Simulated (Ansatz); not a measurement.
**CH5GeO radical: small, medium and large basis sets**

How large a basis does CH5GeO radical need? Two functionals are run in growing sets.

Computed with Ansatz 0.2.0, Gaussian basis. Level: one geometry, several basis sets.

Plan: PBE0-D4/def2-SVP; ωB97M-V/def2-SVP; PBE0-D4/def2-QZVPP; ωB97M-V/def2-QZVPP; the functionals' def2-TZVPP values are taken from earlier runs.

### Step 1. The relaxed structure

All runs share one geometry, relaxed beforehand with PBE0-D4 in a triple-zeta def2 set.

SMILES `[CH2][GeH2][OH]`, 8 atoms, charge 0, spin multiplicity 2.

Atoms are counted from 1 here; the program's logs count them from 0.

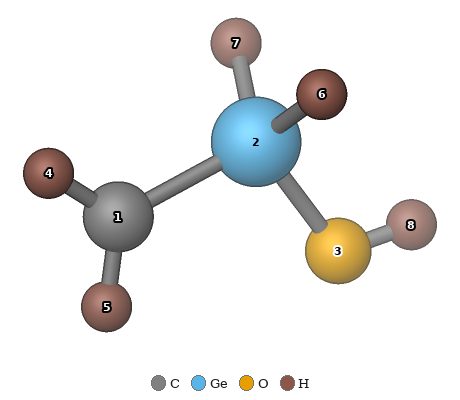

The structure; carbon grey, germanium blue, oxygen amber, hydrogen brown; atoms are numbered from 1 in the order of the file.

### Step 2. PBE0-D4 in def2-SVP

in.yaml

```yaml
crystal:
  periodic: [false, false, false]
  atoms:
    - {symbol: C, position_ang: [-1.059320, 0.554327, -0.812359]}
    - {symbol: Ge, position_ang: [0.564355, 0.058264, 0.058304]}
    - {symbol: O, position_ang: [0.067669, -1.222834, 1.196746]}
    - {symbol: H, position_ang: [-1.102398, 1.313067, -1.585213]}
    - {symbol: H, position_ang: [-1.994787, 0.075673, -0.545291]}
    - {symbol: H, position_ang: [1.200540, 1.229586, 0.841997]}
    - {symbol: H, position_ang: [1.618112, -0.500436, -0.925521]}
    - {symbol: H, position_ang: [0.798127, -1.564747, 1.715637]}
basis:
  gaussian: {orbitals: def2-SVP}
magnetization: {spin_polarized: true, initial_magnetization: 1}
hamiltonian: {xc: pbe0, dispersion: d4}
output: {orbitals: {seedname: orbitals}}
```

Started as:

```console
$ ansatz run in.yaml --threads 4 --pin off --events-out ev --progress --plain --max-ram 10444MiB
```

The runs that follow: ωB97M-V in def2-SVP; PBE0-D4 in def2-QZVPP; ωB97M-V in def2-QZVPP.

**Question.** What will the summary of the whole plan be? Wanted: PBE0-D4: double and triple zeta above quadruple; ωB97M-V: double and triple zeta above quadruple.

**Answer**, as computed:

```
                                       quantity           value
PBE0-D4: double and triple zeta above quadruple  12.46, 1.42 eV
ωB97M-V: double and triple zeta above quadruple  12.56, 1.38 eV
```

In words: For PBE0-D4 the step from double to triple zeta gains 11.04 eV and the next only 1.42 eV. These are total energies; as a rule much of such shifts cancels in differences, which this series doesn't test.
